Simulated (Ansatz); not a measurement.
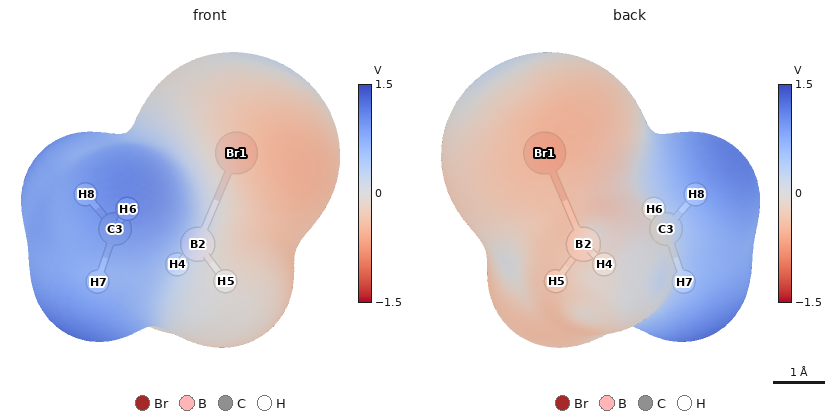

*BBrH₂···CH₃ (doublet). The molecular electrostatic potential painted on the density surface at 0.002 e/bohr³, seen from the front and from behind; the colour scale runs from red (negative) to blue (positive).*

Level of theory: Ansatz 0.2.0, UKS CAM-B3LYP-D4/def2-SVP.

Input

```
crystal:
  periodic: [false, false, false]
  atoms:
    - { symbol: Br, position_ang: [-1.77164, -1.637023, 0.37465] }
    - { symbol: B, position_ang: [-0.55585, -0.388269, -0.628007] }
    - { symbol: C, position_ang: [0.668663, 0.50905, 0.518877] }
    - { symbol: H, position_ang: [0.294496, -0.985867, -1.244974] }
    - { symbol: H, position_ang: [-1.128252, 0.606996, -1.002011] }
    - { symbol: H, position_ang: [0.021803, 1.072767, 1.196067] }
    - { symbol: H, position_ang: [1.225425, 1.117674, -0.196603] }
    - { symbol: H, position_ang: [1.245355, -0.295328, 0.982] }
magnetization:
  spin_polarized: true
  initial_magnetization: 1
basis:
  gaussian: { orbitals: def2-SVP }
hamiltonian:
  xc: cam_b3lyp
  dispersion: d4
relax:
  f_tol: 0.03
  max_steps: 50
output:
  orbitals: {}
```

Launched as:

```sh
ansatz run input.yaml --threads 4 --pin off --max-ram 5120MiB --backend cpu --events-out ev --progress --plain --runs-dir out
```

The fields are those of the run's last geometry, not of the input's.

Q: Describe the electrostatic potential map.

A: The most negative region (about −0.5 V) lies over Br1, the most positive (about +1.2 V) over H7. Br1 shows a σ-hole: about +0.2 V at the tip opposite its bond, against about −0.3 V on its flanks.
